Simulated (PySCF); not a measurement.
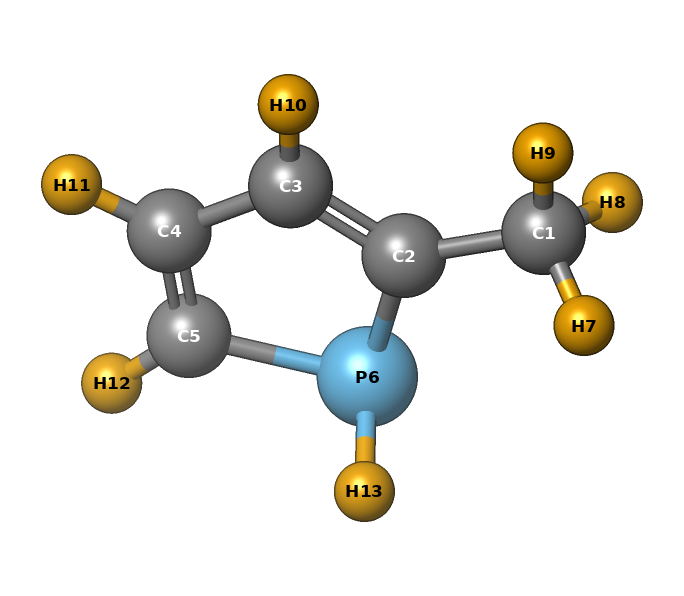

The geometry was computed by an optimisation with GFN2-xTB. No frequency run is at hand to confirm it as a minimum. Properties computed with delta-SCF UKS SCAN, pcX-2 on the ionised atom, pcseg-1 elsewhere, spin-free X2C (PySCF 2.14.0).

Give the core-electron binding energies (to vacuum; p and d levels without spin–orbit splitting) of C1 1s, C2 1s, C3 1s, C4 1s, C5 1s, P6 1s, P6 2p.

| atom | level | binding energy (eV) |
| --- | --- | --- |
| C1 | 1s | 290.7 |
| C2 | 1s | 290.0 |
| C3 | 1s | 290.0 |
| C4 | 1s | 290.2 |
| C5 | 1s | 289.6 |
| P6 | 1s | 2149.9 |
| P6 | 2p | 136.6 |

The geometry is semi-empirical. Around P such bond lengths and angles can be off by a tenth of an ångström or more and by several degrees, and values that hang on the shape move with them.
